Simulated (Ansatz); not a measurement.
Consider C2H6AsIn.

```xyz
10

C    -0.9296    0.4063   -0.7499
As   -0.5011    1.1506    1.0716
C     0.6253   -0.4682    1.4791
In    0.9933   -0.7078   -0.6999
H    -1.8189   -0.2465   -0.6373
H    -1.1355    1.1649   -1.5308
H     0.6931    2.0114    0.5764
H    -0.0502   -1.2413    1.8985
H     1.4587   -0.2944    2.1883
H     2.3951   -0.8376   -1.7288
```

Core potentials replace the inner electrons of In.

Computed with RKS PBE-D4/def2-SVP (Ansatz).

Q: What will maps of the electron density and electron localisation function show?

A: C–As (2.01 Å): the density is about 0.84 e/Å³ at the midpoint; the ELF peaks at about 0.90 between the atoms; a shared electron pair.
C–In (2.22 Å): ρ at the midpoint is about 0.56 e/Å³; the ELF peaks at about 0.90 in the valence shell of C, 0.7 Å from its nucleus, and drops to about 0.15 between the two atoms.
In–As (2.97 Å): the density is about 0.22 e/Å³ at the midpoint; the ELF is about 0.15 at the midpoint.

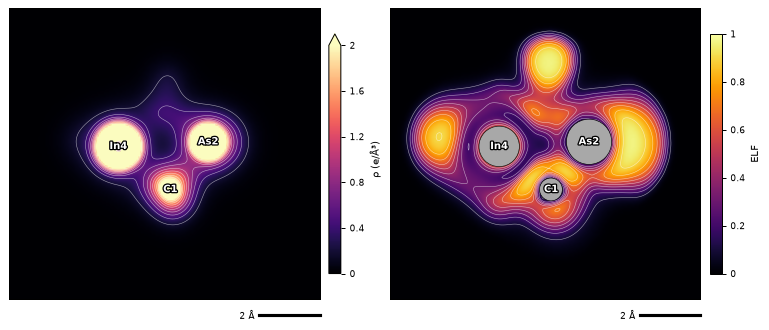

Computed electron density and electron localisation function on the plane of atoms C1, In4 and As2, in this order. Grey discs cover the atomic cores in the ELF map. 
